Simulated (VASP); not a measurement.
Data:

```
CELL_PARAMETERS angstrom
      1.79079    -3.10173     0.00000
      1.79079     3.10173     0.00000
      0.00000     0.00000     5.58159
ATOMIC_POSITIONS crystal
  Tb 0.33333 0.66667 0.25000
  Tb 0.66667 0.33333 0.75000
```

These are revTPSS meta-GGA, VASP's PBE PAW potentials (set 64) (plane waves; VASP) values and carry that method's errors. Settings: 520 eV cut-off, 13×13×8 Γ-centred mesh, tetrahedra with Blöchl corrections, potentials Tb_3.

The 4f electrons are frozen in the core of the lanthanide potential, so 4f levels, which can set the real gap, and their magnetism are missing.

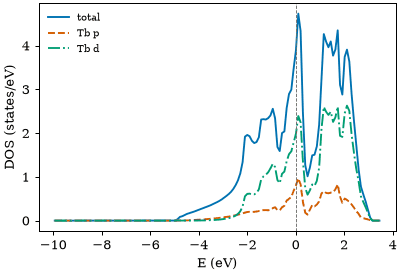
Figure: Total and projected density of states, zero at the Fermi level

Within 2 eV below the Fermi level the largest weight inside VASP's projection spheres is Tb d, then Tb p.

It has no gap at this level: it comes out as a metal or semimetal.

The compound is Tb in the hcp structure. It was relaxed first.
